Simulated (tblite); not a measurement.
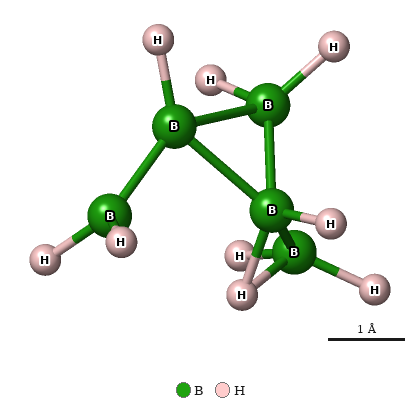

The input geometry (ball-and-stick view, seen at a tilt). Bond lengths as drawn: B–B 1.60 to 1.87 Å and B–H 1.17 to 1.39 Å.

# Saddle-point search, with input and output: B5H9

System: B5H9 (nido-B5H9).
Method: GFN2-xTB saddle search (eigenvector following) and harmonic vibrations, gas phase (tblite 0.8.0).

The run did not end well.

The input
```
{"job": {"xc": "GFN2-xTB", "basis": "xTB", "kind": "saddle"}, "charge": 0, "multiplicity": 1}
B     -1.360982     1.325881     0.919778
B      0.070263     0.637136     1.125668
B     -0.330971    -0.642187     0.004006
B      0.295812    -0.761728    -1.565254
B      1.320282    -0.387214     0.187281
H     -2.314633     1.006803     1.528259
H      0.827694     0.896384     1.976506
H     -0.916433    -1.537087     0.497562
H      0.158309    -1.817731    -2.068909
H      1.909391    -1.226502     0.766889
H     -1.542168     2.207373     0.161240
H      2.014990     0.489622    -0.192186
H      0.766655     0.061421    -2.258566
H     -0.898207    -0.252171    -1.082275
```

The first line tells a small driver script what to run in tblite; the rest is the geometry in Å.

Run as:
```bash
OMP_NUM_THREADS=1 python <driver script> task.json out
```

What the program printed
```
step      E/eV     max force
  0    -290.36933   0.0355
  1    -290.37744   0.0651
  2    -290.38242   0.1277
  3    -290.38112   0.0250
  4    -290.38451   0.0379
  5    -290.38704   0.0393
  6    -290.38931   0.0206
  7    -290.39014   0.0482
  8    -290.39010   0.0154
  9    -290.39050   0.0227
 10    -290.39034   0.0283
 11    -290.39009   0.0269
 12    -290.38771   0.0351
 13    -290.38822   0.0319
 14    -290.38609   0.0402
 15    -290.38526   0.1243
 16    -290.38708   0.0255
 17    -290.38770   0.0338
 18    -290.38757   0.0311
 19    -290.38558   0.0279
 20    -290.38184   0.0368
 21    -290.37795   0.0305
 22    -290.37285   0.0448
 23    -290.36750   0.0536
 24    -290.36153   0.0743
 25    -290.35018   0.1989
 26    -290.36048   0.0296
 27    -290.35712   0.0290
 28    -290.35205   0.0387
 29    -290.34685   0.0385
 30    -290.33991   0.0376
 31    -290.33295   0.0386
 32    -290.32562   0.0462
 33    -290.31820   0.0466
 34    -290.31064   0.0421
 35    -290.30298   0.0606
 36    -290.29533   0.0374
 37    -290.28745   0.0464
 38    -290.27955   0.0420
 39    -290.27155   0.0475
 40    -290.26352   0.0412
 41    -290.25543   0.0384
 42    -290.24715   0.0444
 43    -290.23879   0.0430
 44    -290.23024   0.0467
 45    -290.22161   0.0496
 46    -290.21281   0.0418
 47    -290.20356   0.0496
 48    -290.19401   0.0448
 49    -290.18396   0.0584
 50    -290.17368   0.0619
 51    -290.16318   0.0551
 52    -290.15173   0.0599
 53    -290.13997   0.0588
 54    -290.12907   0.0702
 55    -290.12251   0.0849
 56    -290.11515   0.0611
 57    -290.10497   0.0787
 58    -290.09404   0.0904
 59    -290.07304   0.1142
 60    -290.06094   0.1854
 61    -290.05003   0.0970
 62    -290.03878   0.1322
 63    -290.02836   0.0795
 64    -290.02092   0.1732
 65    -290.02464   0.0922
 66    -290.02359   0.0392
 67    -290.02055   0.0340
 68    -290.01626   0.0409
 69    -290.01397   0.0757
 70    -290.01519   0.0198
lowest wavenumbers (cm-1): -116.4 110.6 173.2 191.4 213.6 318.1
```

Trajectory as extended XYZ (Å, eV, eV/Å), 12 frames, from step=0 to step=70
```
14
Properties=species:S:1:pos:R:3:forces:R:3 step=0 energy=-290.36933
B    -1.3610    1.3259    0.9198    0.0090   0.0150  -0.0300
B     0.0703    0.6371    1.1257    0.0140   0.0040   0.0150
B    -0.3310   -0.6422    0.0040   -0.0090  -0.0180   0.0070
B     0.2958   -0.7617   -1.5653   -0.0150  -0.0160   0.0100
B     1.3203   -0.3872    0.1873    0.0160   0.0180  -0.0050
H    -2.3146    1.0068    1.5283   -0.0070   0.0010  -0.0190
H     0.8277    0.8964    1.9765   -0.0160  -0.0130   0.0070
H    -0.9164   -1.5371    0.4976    0.0100  -0.0010   0.0020
H     0.1583   -1.8177   -2.0689   -0.0060   0.0170   0.0040
H     1.9094   -1.2265    0.7669    0.0100   0.0000  -0.0100
H    -1.5422    2.2074    0.1612    0.0270  -0.0230   0.0010
H     2.0150    0.4896   -0.1922   -0.0210   0.0010   0.0070
H     0.7667    0.0614   -2.2586   -0.0080   0.0140  -0.0010
H    -0.8982   -0.2522   -1.0823   -0.0060   0.0000   0.0110
14
Properties=species:S:1:pos:R:3:forces:R:3 step=6 energy=-290.38931
B    -1.2797    1.3222    0.8357   -0.0030  -0.0050  -0.0070
B     0.0850    0.5572    1.1954    0.0010   0.0070   0.0020
B    -0.3310   -0.7101    0.0579    0.0040   0.0010   0.0030
B     0.2425   -0.7653   -1.5290   -0.0050   0.0060   0.0020
B     1.3063   -0.3370    0.1668    0.0120  -0.0030   0.0030
H    -2.3368    1.0818    1.2901    0.0120  -0.0050  -0.0130
H     0.7539    0.7223    2.1382    0.0010   0.0080  -0.0030
H    -0.8695   -1.6313    0.5543    0.0020   0.0010   0.0030
H     0.1020   -1.8102   -2.0542   -0.0070   0.0110  -0.0030
H     2.0526   -1.1288    0.6154   -0.0090   0.0040  -0.0030
H    -1.2687    2.2251    0.0800    0.0010  -0.0200  -0.0050
H     1.8231    0.6858   -0.1393    0.0000  -0.0180   0.0080
H     0.6740    0.0782   -2.2248   -0.0070   0.0080   0.0060
H    -0.9538   -0.2899   -0.9864   -0.0010   0.0040   0.0080
14
Properties=species:S:1:pos:R:3:forces:R:3 step=12 energy=-290.38771
B    -1.2259    1.3011    0.7713   -0.0170  -0.0050   0.0010
B     0.1242    0.5375    1.2059    0.0080   0.0060   0.0040
B    -0.3424   -0.7447    0.0936    0.0040   0.0070   0.0010
B     0.2187   -0.7487   -1.4999   -0.0050   0.0070  -0.0010
B     1.2884   -0.3377    0.1665    0.0210   0.0000   0.0000
H    -2.2950    1.1089    1.2210    0.0030  -0.0100  -0.0120
H     0.7347    0.6841    2.1909    0.0010   0.0120  -0.0060
H    -0.8769   -1.6753    0.5742    0.0060   0.0060   0.0020
H     0.0673   -1.7750   -2.0580   -0.0050   0.0060  -0.0040
H     2.1108   -1.0952    0.5300   -0.0150   0.0010   0.0090
H    -1.1808    2.1662   -0.0263   -0.0070  -0.0080   0.0020
H     1.7057    0.7569   -0.0595    0.0120  -0.0330   0.0000
H     0.6466    0.1125   -2.1772   -0.0060   0.0080   0.0000
H    -0.9754   -0.2906   -0.9325    0.0000   0.0040   0.0030
14
Properties=species:S:1:pos:R:3:forces:R:3 step=19 energy=-290.38558
B    -1.3137    1.3241    0.8681   -0.0020  -0.0010  -0.0100
B     0.0788    0.5880    1.1711    0.0050   0.0040   0.0090
B    -0.3294   -0.6817    0.0365    0.0040  -0.0020   0.0060
B     0.2616   -0.7655   -1.5443   -0.0050   0.0050   0.0040
B     1.3151   -0.3547    0.1753    0.0160   0.0030   0.0020
H    -2.3359    1.0483    1.3797    0.0140   0.0020  -0.0240
H     0.7814    0.7882    2.0824   -0.0070  -0.0020  -0.0030
H    -0.8856   -1.5918    0.5347    0.0040  -0.0040   0.0040
H     0.1210   -1.8154   -2.0589   -0.0070   0.0080  -0.0020
H     2.0005   -1.1714    0.6761   -0.0080   0.0170  -0.0140
H    -1.3759    2.2241    0.1118    0.0120  -0.0210  -0.0030
H     1.9054    0.6129   -0.1676   -0.0130  -0.0170   0.0140
H     0.7093    0.0685   -2.2411   -0.0090   0.0080   0.0060
H    -0.9325   -0.2737   -1.0238   -0.0030   0.0010   0.0100
14
Properties=species:S:1:pos:R:3:forces:R:3 step=25 energy=-290.35018
B    -1.3973    1.3221    0.9562    0.0630  -0.0080  -0.0170
B     0.0597    0.6739    1.0934    0.0840   0.0360   0.0530
B    -0.3291   -0.6160   -0.0170    0.0080  -0.0110   0.0160
B     0.3178   -0.7541   -1.5791   -0.0020  -0.0010   0.0100
B     1.3253   -0.4109    0.1976    0.1390   0.0030  -0.0060
H    -2.3001    0.9797    1.6233   -0.0380  -0.0150   0.0090
H     0.8606    0.9871    1.8899   -0.0740  -0.0440  -0.0500
H    -0.9304   -1.5017    0.4728   -0.0010  -0.0150   0.0090
H     0.1897   -1.8124   -2.0788   -0.0110   0.0060   0.0000
H     1.8346   -1.2658    0.8407   -0.0280   0.1160  -0.0880
H    -1.6540    2.1837    0.2007    0.0190   0.0180  -0.0400
H     2.1026    0.3871   -0.2127   -0.1460  -0.0990   0.0920
H     0.7962    0.0688   -2.2675   -0.0030   0.0120  -0.0010
H    -0.8758   -0.2413   -1.1194   -0.0120   0.0020   0.0130
14
Properties=species:S:1:pos:R:3:forces:R:3 step=31 energy=-290.33295
B    -1.4075    1.3019    0.9713   -0.0020   0.0050  -0.0120
B     0.0788    0.7175    1.0521    0.0020  -0.0050   0.0140
B    -0.3409   -0.5931   -0.0318    0.0030  -0.0070   0.0070
B     0.3388   -0.7362   -1.5833   -0.0070   0.0000   0.0030
B     1.3132   -0.4407    0.2174    0.0080   0.0070  -0.0030
H    -2.2306    0.9451    1.7332   -0.0010   0.0110  -0.0370
H     0.9027    1.0856    1.7935   -0.0130  -0.0220   0.0180
H    -0.9744   -1.4638    0.4432    0.0090  -0.0080   0.0090
H     0.2074   -1.7888   -2.0935   -0.0080   0.0010   0.0010
H     1.7580   -1.2936    0.9005    0.0150   0.0110  -0.0190
H    -1.7791    2.1039    0.1958    0.0340  -0.0040   0.0010
H     2.1433    0.2876   -0.1946   -0.0190   0.0150   0.0040
H     0.8437    0.0866   -2.2540   -0.0140   0.0010   0.0030
H    -0.8534   -0.2121   -1.1498   -0.0070  -0.0050   0.0120
14
Properties=species:S:1:pos:R:3:forces:R:3 step=38 energy=-290.27955
B    -1.4371    1.2543    1.0434   -0.0010   0.0070  -0.0100
B     0.0937    0.8111    0.9639   -0.0030  -0.0020   0.0180
B    -0.3610   -0.5262   -0.0908    0.0050  -0.0090   0.0070
B     0.3964   -0.7263   -1.6034   -0.0070   0.0010   0.0010
B     1.2802   -0.4794    0.2524    0.0120   0.0020  -0.0030
H    -2.0795    0.8547    1.9465   -0.0080   0.0160  -0.0380
H     0.9740    1.2921    1.5619   -0.0190  -0.0290   0.0210
H    -1.0717   -1.3528    0.3512    0.0140  -0.0090   0.0090
H     0.2397   -1.7785   -2.1069   -0.0040   0.0010   0.0010
H     1.5701   -1.3045    1.0475    0.0190   0.0100  -0.0250
H    -2.0239    1.9511    0.3012    0.0360   0.0050  -0.0020
H     2.2278    0.0792   -0.1674   -0.0180   0.0170   0.0030
H     0.9750    0.0634   -2.2543   -0.0190   0.0000   0.0040
H    -0.7836   -0.1381   -1.2452   -0.0070  -0.0090   0.0130
14
Properties=species:S:1:pos:R:3:forces:R:3 step=44 energy=-290.23024
B    -1.4391    1.1911    1.1002   -0.0080   0.0110  -0.0080
B     0.1117    0.8926    0.8952   -0.0030  -0.0030   0.0170
B    -0.3766   -0.4570   -0.1507    0.0050  -0.0110   0.0090
B     0.4368   -0.7322   -1.6200   -0.0070   0.0020   0.0020
B     1.2396   -0.4910    0.2843    0.0150  -0.0020  -0.0010
H    -1.9136    0.7496    2.0855   -0.0160   0.0220  -0.0380
H     1.0114    1.4582    1.3777   -0.0170  -0.0310   0.0230
H    -1.1643   -1.2289    0.2577    0.0160  -0.0140   0.0120
H     0.2269   -1.7806   -2.1116    0.0000   0.0000   0.0010
H     1.4048   -1.2696    1.1606    0.0230   0.0060  -0.0280
H    -2.1916    1.7861    0.4227    0.0380   0.0100  -0.0040
H     2.2606   -0.0662   -0.1173   -0.0170   0.0170  -0.0010
H     1.1034   -0.0005   -2.2536   -0.0190   0.0060   0.0010
H    -0.7099   -0.0518   -1.3308   -0.0100  -0.0110   0.0140
14
Properties=species:S:1:pos:R:3:forces:R:3 step=50 energy=-290.17368
B    -1.4384    1.1274    1.1725    0.0190   0.0080  -0.0100
B     0.1082    0.9683    0.8385   -0.0170  -0.0190   0.0110
B    -0.3814   -0.3752   -0.2290   -0.0020  -0.0180   0.0040
B     0.4779   -0.7707   -1.6397    0.0040   0.0120  -0.0140
B     1.1981   -0.4802    0.3047   -0.0050  -0.0020  -0.0070
H    -1.7476    0.6144    2.1884   -0.0290   0.0190  -0.0160
H     1.0101    1.5934    1.2322    0.0070  -0.0190   0.0360
H    -1.2533   -1.0768    0.1374    0.0260  -0.0180   0.0150
H     0.1782   -1.8117   -2.1026    0.0130   0.0280   0.0050
H     1.2581   -1.1977    1.2449    0.0270  -0.0150  -0.0110
H    -2.3190    1.6504    0.6038    0.0080   0.0330  -0.0410
H     2.2638   -0.1452   -0.0565    0.0150   0.0210  -0.0180
H     1.2522   -0.1431   -2.2645   -0.0570  -0.0030   0.0240
H    -0.6070    0.0466   -1.4301   -0.0090  -0.0260   0.0220
14
Properties=species:S:1:pos:R:3:forces:R:3 step=57 energy=-290.10497
B    -1.5205    1.2884    1.3794    0.0380  -0.0200  -0.0660
B    -0.1124    0.9626    0.7040   -0.0500  -0.0050   0.0520
B    -0.3896   -0.4434   -0.2976   -0.0210   0.0060   0.0110
B     0.6314   -0.7759   -1.6569   -0.0200   0.0020  -0.0130
B     1.1851   -0.6279    0.2402    0.0420   0.0210   0.0030
H    -1.6651    0.8121    2.4482   -0.0190   0.0030  -0.0340
H     0.8707    1.5739    0.8855   -0.0020  -0.0130   0.0560
H    -1.2527   -1.1900   -0.0027    0.0170  -0.0010   0.0210
H     0.4728   -1.8276   -2.1646   -0.0130   0.0220   0.0100
H     1.1545   -1.3009    1.2110    0.0250   0.0020  -0.0060
H    -2.4539    1.8813    0.9855    0.0660  -0.0110  -0.0410
H     2.2705   -0.2338    0.0224   -0.0180   0.0010  -0.0110
H     1.3500   -0.0448   -2.2364   -0.0340  -0.0030   0.0040
H    -0.5408   -0.0739   -1.5181   -0.0120  -0.0030   0.0130
14
Properties=species:S:1:pos:R:3:forces:R:3 step=63 energy=-290.02836
B    -1.4959    1.2638    1.5145    0.0320  -0.0060  -0.0090
B    -0.2165    1.0624    0.5785    0.0200   0.0300   0.0450
B    -0.3784   -0.4071   -0.3511    0.0010   0.0040   0.0050
B     0.7027   -0.7859   -1.6638    0.0050   0.0190  -0.0160
B     1.1338   -0.7375    0.2866    0.0070   0.0110   0.0100
H    -1.4075    0.9012    2.6335   -0.0240   0.0080  -0.0570
H     0.6680    1.8225    0.4299   -0.0490  -0.0560   0.0280
H    -1.3077   -1.1052   -0.1474    0.0150   0.0050   0.0080
H     0.5056   -1.8159   -2.1999   -0.0040   0.0070   0.0020
H     0.9879   -1.4319    1.2294    0.0140   0.0110  -0.0140
H    -2.5538    1.6859    1.2289    0.0350  -0.0060  -0.0170
H     2.2317   -0.3316    0.2020   -0.0140  -0.0010  -0.0090
H     1.5301   -0.1122   -2.1621   -0.0360  -0.0160   0.0140
H    -0.3997   -0.0086   -1.5792   -0.0040  -0.0120   0.0110
14
Properties=species:S:1:pos:R:3:forces:R:3 step=70 energy=-290.01519
B    -1.4515    1.2414    1.5872   -0.0030  -0.0010  -0.0030
B    -0.2565    1.0841    0.5398   -0.0050  -0.0100   0.0070
B    -0.3744   -0.3875   -0.3981    0.0010  -0.0030   0.0010
B     0.7297   -0.8032   -1.6765   -0.0030   0.0020   0.0010
B     1.0917   -0.7441    0.3195    0.0030  -0.0020  -0.0030
H    -1.2966    0.9221    2.7086   -0.0060  -0.0030   0.0030
H     0.5361    1.9011    0.2591    0.0170   0.0100  -0.0020
H    -1.3324   -1.0575   -0.2394    0.0010  -0.0020   0.0040
H     0.5081   -1.8261   -2.2154   -0.0020   0.0010   0.0000
H     0.9119   -1.4646    1.2342    0.0030   0.0000   0.0020
H    -2.5388    1.6122    1.3441   -0.0030   0.0040  -0.0080
H     2.1806   -0.3095    0.2924    0.0030   0.0000  -0.0040
H     1.6211   -0.1824   -2.1254   -0.0040   0.0030  -0.0010
H    -0.3290    0.0141   -1.6302   -0.0030   0.0000   0.0040
```

What the run reported

| quantity | value |
| --- | --- |
| outcome | not converged |
| total energy | −290.0152 eV |
| point group | C1 |
| hardware | 1 CPU thread, shared host |
| wall time | 6.1 s |
| peak memory | 0.18 GiB |

What went wrong

The run did not converge. At least one of its steps failed, so the values that rest on that step are not results.
